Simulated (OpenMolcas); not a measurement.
## GaHClO: a line through the functionals

GaHClO: 4 atoms, total charge 0, spin state doublet. SMILES: `[O][GaH][Cl]`. The shape is that of a PBE0-D4/def2-TZVP optimisation.

The vertical energy of the quartet above the doublet y, in eV, basis def2-SVPD; a is the functional's share of exact exchange. Programs: OpenMolcas 26.06.

| functional | program | a | y (eV) |
| --- | --- | --- | --- |
| UTPSS | OpenMolcas | 0 | 5.50 |
| UBLYP | OpenMolcas | 0 | 5.44 |
| UB3LYP | OpenMolcas | 0.2 | 5.82 |
| UPBE0 | OpenMolcas | 0.25 | ? |
| UBHLYP | OpenMolcas | 0.5 | 6.13 |

Q: Fit y = c + s·a to the known rows and predict UPBE0.

A: 
1. Means of the 4 rows: a = 0.1750, y = 5.723.
2. Σ(Δa)² = 0.1675, Σ(Δa·Δy) = 0.22325, so the slope is 0.22325/0.1675 = 1.3328.
3. Intercept: 5.723 − (1.3328) × 0.1750 = 5.490. The largest residual of the fit is 0.064.
4. UPBE0: 5.490 + (1.3328) × 0.25 = 5.82 eV.

The run gave 5.81 eV, so the prediction is off by +0.01 eV, within the largest residual.

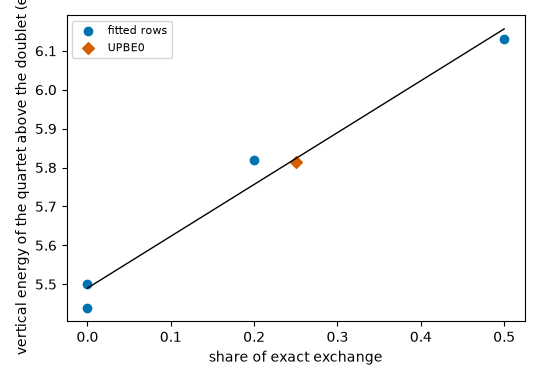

The fitted line, with the withheld row.
